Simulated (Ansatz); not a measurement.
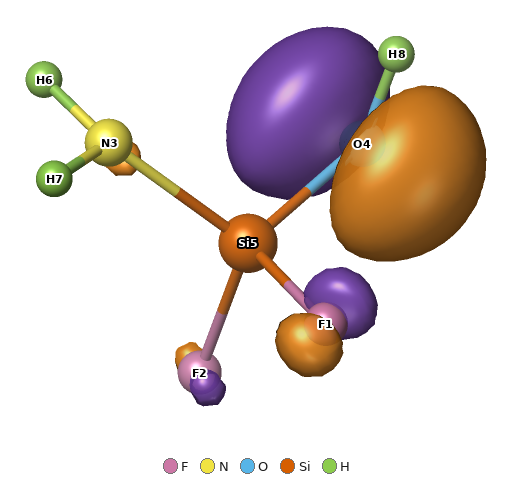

Figure 1: F₂H₃NOSi (SMILES N[Si](O)(F)F). The HOMO−1 at ±0.2 Å⁻³ᐟ² (orange and purple are the two phases), seen at a tilt.

Geometry: B3LYP-D3(BJ)/def2-SVP.

Level of theory: isolated molecule in a Gaussian basis; Kohn-Sham density functional theory, functional PBE0 in Ansatz.

The calculation's input:

```
crystal:
  periodic: [false, false, false]
  atoms:
    - {symbol: F, position_ang: [0.324382, 0.300923, 0.372720]}
    - {symbol: F, position_ang: [-0.108447, -0.820790, -1.898638]}
    - {symbol: N, position_ang: [-2.192746, -0.381770, -0.081591]}
    - {symbol: O, position_ang: [-0.979581, 1.577180, -1.629070]}
    - {symbol: Si, position_ang: [-0.763027, 0.173047, -0.812250]}
    - {symbol: H, position_ang: [-3.038822, -0.523416, -0.623406]}
    - {symbol: H, position_ang: [-2.148152, -1.005944, 0.717663]}
    - {symbol: H, position_ang: [-1.448605, 2.277309, -1.160880]}
basis:
  gaussian:
    orbitals: def2-TZVPD
magnetization:
  spin_polarized: false
  initial_magnetization: 0
hamiltonian:
  xc: {name: PBE0}
output: {forces: true, orbitals: {seedname: orbitals}}
```

Run with:

```sh
ansatz run input.yaml --threads 1 --pin off --max-ram 2610MiB --events-out events.jsonl --progress --plain --runs-dir runs
```

Where does this orbital lie, and at what energy?

It lies mainly on O4 (about 75 %); largely a lone pair of O4. Its energy is −10.14 eV.
